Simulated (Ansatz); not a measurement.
The parent structure is CdS in the wurtzite structure (space group P6_3mc, No. 186; a = 4.0741 Å, c = 6.6367 Å).

The change: the cell is scaled by 1.0180 in all directions, atoms relaxed at fixed cell.

Computed with Ansatz (a first-principles code) LDA, scalar-relativistic without spin-orbit coupling.

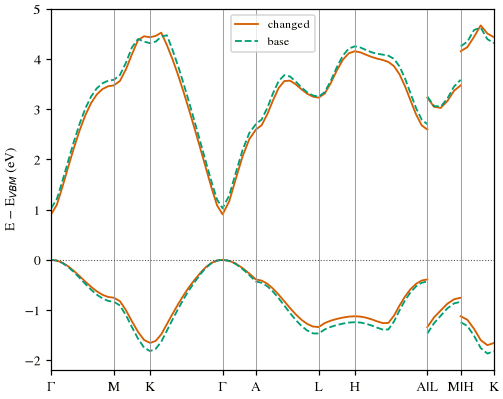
*Highest valence and lowest conduction band along the path, each from its own valence-band maximum*

**Question.** Read the changed gap and its character from the plot.

**Answer.** About 0.9 eV, direct at Γ.

The cells carry an imposed strain or load. No phonon test of stability was made.
